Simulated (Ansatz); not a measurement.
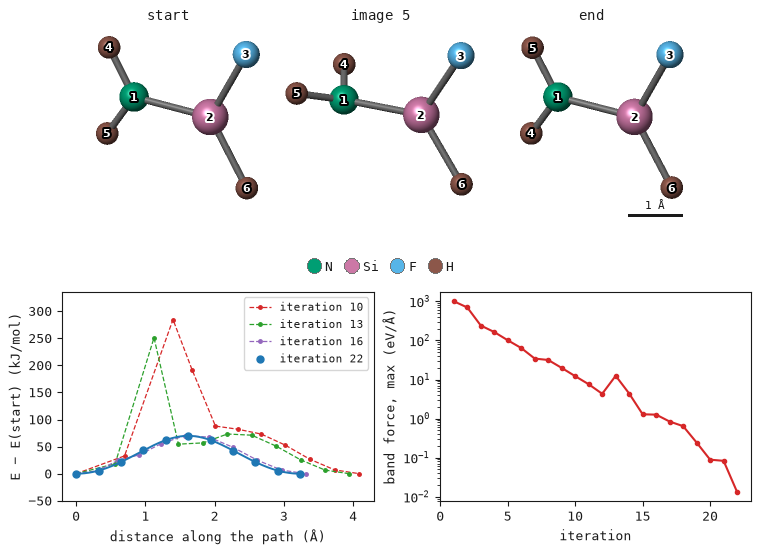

A nudged-elastic-band calculation for SiNH3F (charge +1). Images are numbered from 0 (start) to 10 (end). The plot follows the band through its iterations. The picture is a ball-and-stick view, seen at a tilt.

All numbers below come from RKS PBE/cc-pVDZ (Ansatz). Run with 9 movable images; climbing image; force threshold 0.05 eV/Å; iteration limit 60; starting path through a guess of the saddle point.

Q: Did the band converge, and can the barrier be trusted?

A: The result is final at these settings. The band converged in 22 iterations. The largest component of the band force went from 1000 to 0.013 eV/Å. The climbing image converged on the top of the path. Its vibrational analysis gives one imaginary mode (543i cm⁻¹), as a transition state must have. The first iteration put the highest image at 16728.5 kJ/mol. The two ends have the same energy, and the highest point, image 5, lies 69.9 kJ/mol above the start.

The run took of the order of 5 core-minutes on a shared host.
